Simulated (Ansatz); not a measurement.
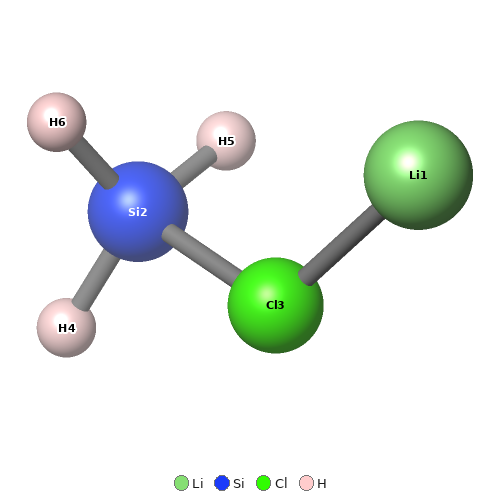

The system is ClH3LiSi, charge +1; the picture shows the reference structure. The turn is about an axis along (−0.37, −0.93, −0.02) in the frame of the relaxed pair, normal to the line between the partners. The first coordinate is: distance Cl3···Li1; the second: turn of Li1 about Cl3. The scan uses a 15 × 15 grid. At 14 points there is no value (left out of the scan, as a rule where atoms come close). All energies are given in kJ/mol relative to the lowest grid point. The calculation used Ansatz 0.2.0, RKS PBE-D4/def2-SVPD.

Its coordinates:

```xyz
6

Li    0.5411   -0.1442   -2.9783
Si   -0.0267   -0.0082    0.8096
Cl   -0.7961    0.3399   -1.2175
H    -1.1561    0.4619    1.6573
H     1.2071    0.8271    0.8770
H     0.2308   -1.4765    0.8518
```

Range: distance Cl3···Li1 from 1.901 to 4.501 Å; turn of Li1 about Cl3 from −90.0 to 90.0°.

What landscape does the calculation give?

The lowest grid point is at distance Cl3···Li1 = 2.202 Å, turn of Li1 about Cl3 = 0.0°. The energy also falls towards the edge at distance Cl3···Li1 = 2.202 Å, turn of Li1 about Cl3 = −90.0° (8 kJ/mol above the lowest), where a further well may lie outside the range. The highest grid point, distance Cl3···Li1 = 3.302 Å, turn of Li1 about Cl3 = 90.0°, lies 347 kJ/mol above the lowest.

```tsv
turn of Li1 about Cl3 ↓, distance Cl3···Li1 →	1.901	1.966	2.072	2.202	2.351	2.516	2.695	2.886	3.089	3.302	3.524	3.756	3.997	4.245	4.501
90.0	–	–	–	–	–	–	–	–	–	347	221	148	112	99	97
77.1	–	–	–	–	–	315	249	191	146	115	97	90	89	90	92
64.3	217	191	159	131	108	93	83	77	76	78	81	82	86	91	96
51.4	107	88	66	51	44	44	49	56	62	65	73	80	86	92	96
38.6	70	52	34	24	22	26	35	42	49	58	68	76	83	89	93
25.7	53	36	19	10	9	15	24	32	42	53	62	71	78	84	89
12.9	44	27	11	2	2	9	18	27	37	49	59	68	75	81	86
0.0	39	24	8	0	0	7	17	26	36	47	57	66	73	79	84
−12.9	39	24	9	1	2	9	18	27	38	48	58	66	73	79	83
−25.7	41	26	12	5	6	13	22	31	40	50	59	67	73	79	83
−38.6	43	29	15	9	10	17	25	34	43	53	61	68	74	79	83
−51.4	45	31	18	12	13	19	28	36	45	54	62	69	75	80	84
−64.3	45	32	19	13	14	20	29	37	46	55	63	69	75	80	84
−77.1	44	31	17	11	12	19	27	36	45	54	62	69	75	80	84
−90.0	42	28	14	8	9	15	24	33	42	52	60	68	74	79	83
```

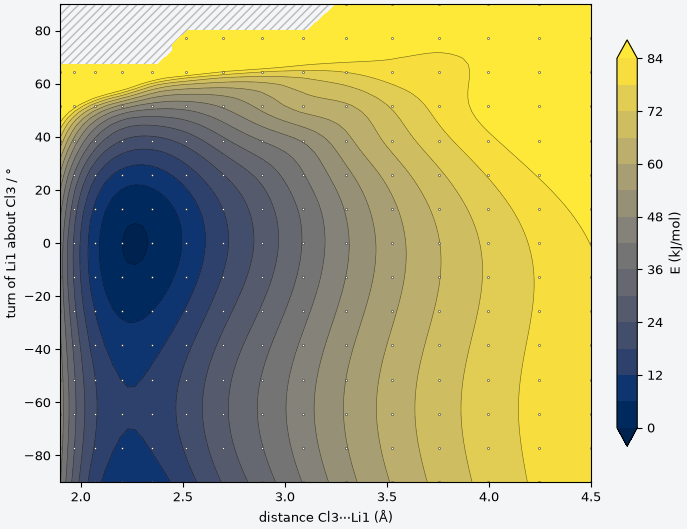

The picture shows filled contours, dots at the grid points, one colour for all values above the top of the scale, hatched blanks where no value was computed. Between grid points the surface is interpolated.

Each point was launched as `ansatz run input.yaml --threads 1 --pin off --max-ram 2560MiB --backend cpu --events-out ev --progress --plain --runs-dir out`. Time for the 211 points that were run: 15 min on 1 thread of Arm Neoverse V1, on a shared host.
